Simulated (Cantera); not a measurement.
Input: 1 mol c-C4F8, 0.1 mol H2, held at 5.10 Pa.

These are equilibrium values from Cantera (NASA tables, ideal gas, pure condensed phases), not measurements of a reactor. Candidate condensed phases: C, C6H6, C7H8, C8H18; 95 gas species. The feed counts by its element totals alone. Condensed phases not in the tables: fluorocarbon polymer. Gases not in the tables: C2F6 and larger saturated fluorocarbons. The numbers say what is thermodynamically allowed, not how fast it happens.

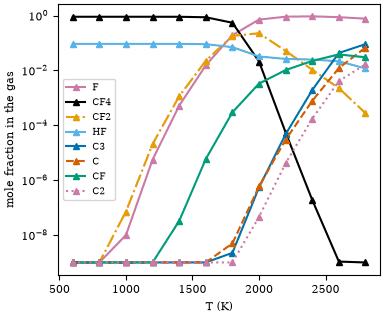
*Equilibrium gas composition (values under 1e-9 drawn at 1e-9)*

From 600 K to 2600 K the condensed part is C(graphite). At 2800 K nothing is condensed. The main C-bearing gas is CF4 at 600 K and C3 at 2800 K. The share of C in condensed phases is highest at 2400 K (92.1 %) and lowest at 2800 K (0.0 %).
